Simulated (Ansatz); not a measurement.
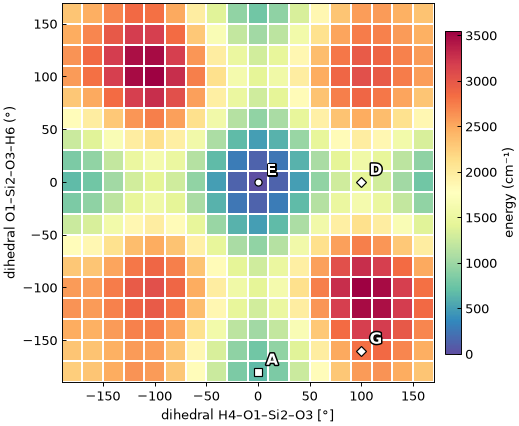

H₃O₂Si, SMILES O[SiH+]O, charge +1. Coordinates scanned: (1) dihedral H4–O1–Si2–O3; (2) dihedral O1–Si2–O3–H6. Nothing is relaxed (all other coordinates rigid). Grid: 18 × 18 points; 112 points were computed and 212 follow by symmetry. Points are written as (first, second). Energies: cm⁻¹, counted from the lowest grid point. Computed with Ansatz 0.2.0, RKS SPW92 (LDA)/def2-TZVP.

In the figure: one coloured cell a grid point, lettered points.

Q: What kind of point is each of A, D, E, G: minimum, saddle, maximum or slope?

A: A: minimum; D: saddle point; E: minimum; G: on a slope. (In these two coordinates alone; a stationary point may lie a little off the grid point.)

Q: Rank the lettered points by energy, lowest first.

A: E (0 cm⁻¹), A (668 cm⁻¹), D (1415 cm⁻¹), G (2818 cm⁻¹).
